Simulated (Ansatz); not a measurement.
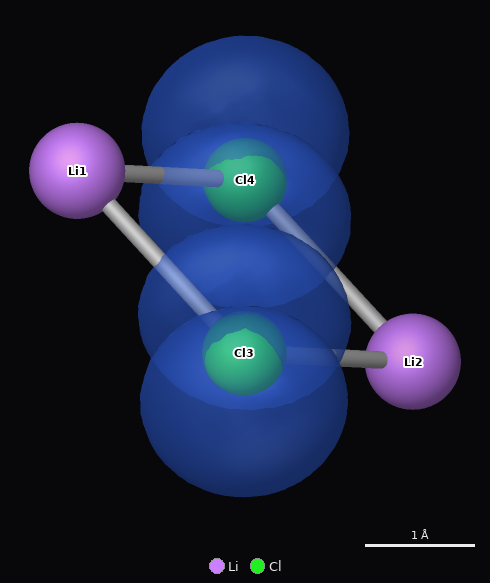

Cl₂Li₂ (charge +1, doublet). Isosurfaces of the spin density at +0.02 (blue) and −0.02 e/Å³ (red), seen at an oblique angle.

Geometry: PBE-D4/def2-TZVP.

These are results of UKS PBE0-D4/def2-TZVP (Ansatz 0.2.0), not measurements.

```xyz
4

Li   -1.7378    0.5371   -0.5086
Li    1.7358   -0.5407    0.5110
Cl    0.0771   -0.7770   -1.0917
Cl   -0.0751    0.7807    1.0893
```

> Which atoms carry the spin?

The unpaired spin (1 electron) lies mostly on Cl4 (about 0.5) and Cl3 (about 0.5), in electrons by Hirshfeld's partition.
